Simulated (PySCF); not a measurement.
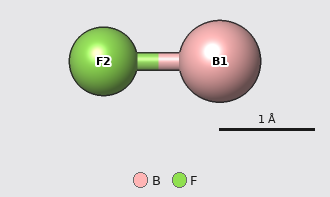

The structure as given in the input (ball-and-stick view, seen on its broad side; atoms are numbered from 1 in the order of the input). Bond lengths as drawn: B–F 1.22 Å.

# Single-point calculation, with input and output: BF

The run: single-point calculation of BF. Method and program: RHF/6-31g*, ccsd(t) (PySCF 2.14.0).

### Output
```
PySCF version 2.14.0

[INPUT] verbose = 4
[INPUT] num. atoms = 2
[INPUT] num. electrons = 14
[INPUT] charge = 0
[INPUT] spin (= nelec alpha-beta = 2S) = 0
[INPUT] symmetry False subgroup None
[INPUT] Mole.unit = angstrom
[INPUT] Symbol           X                Y                Z      unit          X                Y                Z       unit  Magmom
[INPUT]  1 B      0.000000000000   0.000000000000   0.000000000000 AA    0.000000000000   0.000000000000   0.000000000000 Bohr   0.0
[INPUT]  2 F      0.000000000000   0.000000000000   1.223000000000 AA    0.000000000000   0.000000000000   2.311135050343 Bohr   0.0

nuclear repulsion = 19.4709521597711
number of shells = 12
number of NR pGTOs = 54
number of NR cGTOs = 28
basis = 6-31g*
ecp = {}

******** <class 'pyscf.scf.hf.RHF'> ********
method = RHF
initial guess = minao
damping factor = 0
level_shift factor = 0
DIIS = <class 'pyscf.scf.diis.CDIIS'>
diis_start_cycle = 1
diis_space = 8
diis_damp = 0
SCF conv_tol = 1e-09
SCF conv_tol_grad = None
SCF max_cycles = 50
direct_scf = True
direct_scf_tol = 1e-13
Set gradient conv threshold to 3.16228e-05
Initial guess from minao.
init E= -124.201269598753
  HOMO = -0.291368924807172  LUMO = 0.087929287852243  gap/eV = 10.32123
cycle= 1 E= -124.066894422119  delta_E= 0.134  |g|= 0.39  |ddm|= 1.32
  HOMO = -0.411261302887286  LUMO = 0.126608756934025  gap/eV = 14.63619
cycle= 2 E= -124.090732466733  delta_E= -0.0238  |g|= 0.235  |ddm|= 0.411
  HOMO = -0.392746683970774  LUMO = 0.136037595356218  gap/eV = 14.38895
cycle= 3 E= -124.099343468314  delta_E= -0.00861  |g|= 0.0257  |ddm|= 0.119
  HOMO = -0.386188109013799  LUMO = 0.141969403083183  gap/eV = 14.37190
cycle= 4 E= -124.099605779969  delta_E= -0.000262  |g|= 0.00473  |ddm|= 0.0465
  HOMO = -0.386953168382679  LUMO = 0.140889489399585  gap/eV = 14.36333
cycle= 5 E= -124.099617468587  delta_E= -1.17e-05  |g|= 0.00101  |ddm|= 0.0113
  HOMO = -0.386949055848872  LUMO = 0.140833255829546  gap/eV = 14.36169
cycle= 6 E= -124.099617985974  delta_E= -5.17e-07  |g|= 0.000215  |ddm|= 0.00197
  HOMO = -0.386929704923465  LUMO = 0.140852509038579  gap/eV = 14.36169
cycle= 7 E= -124.099618009433  delta_E= -2.35e-08  |g|= 2.27e-05  |ddm|= 0.0004
  HOMO = -0.386931226468202  LUMO = 0.140849519307814  gap/eV = 14.36165
cycle= 8 E= -124.099618009614  delta_E= -1.8e-10  |g|= 2.57e-06  |ddm|= 2.88e-05
  HOMO = -0.386931638386012  LUMO = 0.140849226312916  gap/eV = 14.36165
Extra cycle  E= -124.099618009616  delta_E= -2.39e-12  |g|= 8.23e-07  |ddm|= 5.01e-06
converged SCF energy = -124.099618009616

******** <class 'pyscf.cc.ccsd.CCSD'> ********
CC2 = 0
CCSD nocc = 5, nmo = 26
frozen orbitals 2
max_cycle = 50
direct = 0
conv_tol = 1e-07
conv_tol_normt = 1e-05
diis_space = 6
diis_start_cycle = 0
diis_start_energy_diff = 1e+09
Init t2, MP2 energy = -124.327642618883  E_corr(MP2) -0.228024609266799
Init E_corr(CCSD) = -0.228024609267001
cycle = 1  E_corr(CCSD) = -0.231519856294956  dE = -0.00349524703  norm(t1,t2) = 0.0628501
cycle = 2  E_corr(CCSD) = -0.24000066802469  dE = -0.00848081173  norm(t1,t2) = 0.0248651
cycle = 3  E_corr(CCSD) = -0.240909457616217  dE = -0.000908789592  norm(t1,t2) = 0.0131981
cycle = 4  E_corr(CCSD) = -0.242980446935378  dE = -0.00207098932  norm(t1,t2) = 0.00586923
cycle = 5  E_corr(CCSD) = -0.242859811614635  dE = 0.000120635321  norm(t1,t2) = 0.000591148
cycle = 6  E_corr(CCSD) = -0.242850830677624  dE = 8.98093701e-06  norm(t1,t2) = 0.000123477
cycle = 7  E_corr(CCSD) = -0.242853038803844  dE = -2.20812622e-06  norm(t1,t2) = 4.1812e-05
cycle = 8  E_corr(CCSD) = -0.242852776436532  dE = 2.62367312e-07  norm(t1,t2) = 8.3618e-06
cycle = 9  E_corr(CCSD) = -0.242852785937414  dE = -9.50088178e-09  norm(t1,t2) = 2.93992e-06
CCSD converged
E(CCSD) = -124.3424707955535  E_corr = -0.2428527859374135
CCSD(T) correction = -0.00564441069107785
Dipole moment(X, Y, Z, Debye):  0.00000,  0.00000,  1.08123
orbital energies (hartree): [-0.7481 -0.7481 -0.3869  0.1408  0.1408  0.3059]
```

The run was set up as follows.

### The input
```python
from pyscf import gto, scf, cc

mol = gto.M(
    atom='B 0 0 0; F 0 0 1.223',
    basis='6-31g*',
    charge=0,
    spin=0,
    verbose=4,
)
mf = scf.RHF(mol)
mf.kernel()
mycc = cc.CCSD(mf, frozen=2)
mycc.kernel()
mycc.ccsd_t()
mf.dip_moment()
print('orbital energies (hartree):', mf.mo_energy[..., max(0, mol.nelec[1]-3):mol.nelec[0]+3].round(4))
```

Launch command:
```bash
OMP_NUM_THREADS=1 python input.py
```

### Results in brief

```tsv
quantity	value
outcome	converged
SCF energy	−124.099618 hartree
(T) correction	−0.005644 hartree
dipole moment	1.08 D
hardware	1 CPU thread, shared host
```
